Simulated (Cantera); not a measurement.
A closed system holds: 1 mol PbO, 11 mol CO, 4.3 mol CH₄, held at 160000 Pa.

These are equilibrium values from Cantera (NASA tables, ideal gas, pure condensed phases), not measurements of a reactor. Candidate condensed phases: C, C₆H₆, C₇H₈, C₈H₁₈, H₂O, Pb, PbO, PbO₂, Pb₃O₄; 113 gas species. The numbers say what is thermodynamically allowed, not how fast it happens.

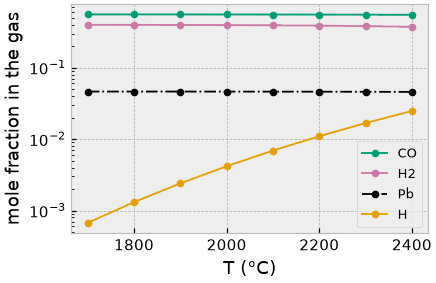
Fig. 1. Equilibrium gas composition (values under 1e-9 drawn at 1e-9)

From 1700 °C to 2400 °C the condensed part is C(graphite). The main Pb-bearing gas is Pb throughout.
